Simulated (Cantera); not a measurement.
Charge: 1 mol Ta₂O₅, 0.42 mol H₂, held at 10.0 mbar.

Method: chemical equilibrium by Gibbs-energy minimisation in Cantera with the NASA 1993 tables (ideal gas, pure condensed phases). Candidate condensed phases: H₂O, Ta, Ta₂O₅; 12 gas species. Mutual solubility and eutectic melting of coexisting phases are not modelled. Condensed phases not in the tables: N, O or C dissolved in the metal. Rates play no part.

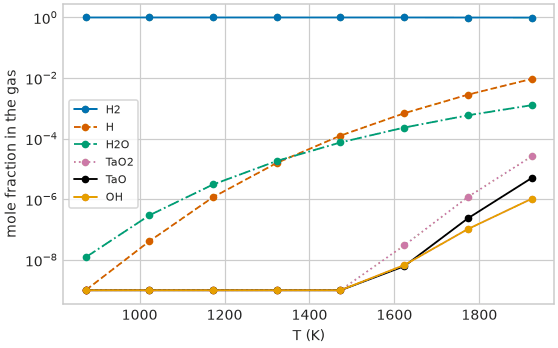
Fig. 1. Equilibrium gas composition (values under 1e-9 drawn at 1e-9)

From 873 K to 1773 K the condensed part is Ta₂O₅(s). At 1923 K the condensed part is Ta(s) + Ta₂O₅(s).
